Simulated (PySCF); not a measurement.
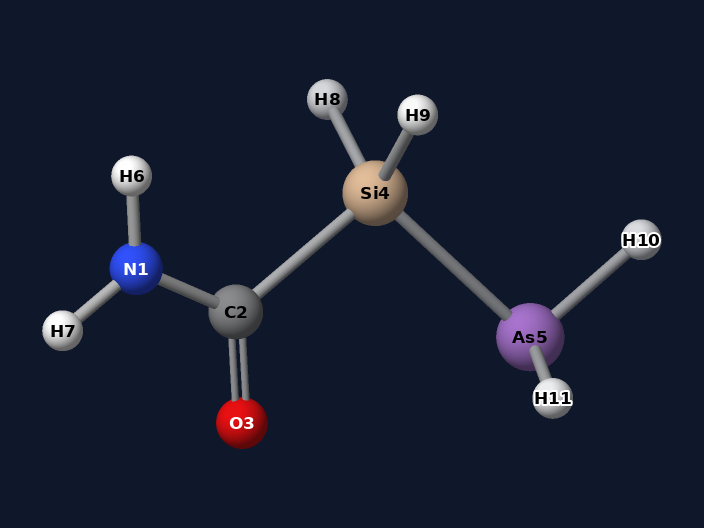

Atoms carry their numbers in the input. The geometry was computed by an optimisation with PBE0-D3(BJ)/def2-SVP. No frequency run is at hand to confirm it as a minimum.

What is the geometry at N1?

Answer. N1 has 3 neighbours (C2 at 1.35, H6 at 1.01, H7 at 1.01 Å); the arrangement is trigonal planar.

Describe the coordination of atom 2.

Answer. C2 has 3 neighbours (N1 at 1.35, O3 at 1.22, Si4 at 1.94 Å); the arrangement is trigonal planar.

What is the geometry at As5?

Answer. As5 has 3 neighbours (Si4 at 2.36, H10 at 1.53, H11 at 1.52 Å); the arrangement is trigonal pyramidal.

What is the geometry at Si4?

Answer. Si4 has 4 neighbours (C2 at 1.94, As5 at 2.36, H8 at 1.50, H9 at 1.50 Å); the arrangement is tetrahedral.

What is the dihedral angle N1–C2–Si4–As5?

Answer. 169° in size, that is anti.
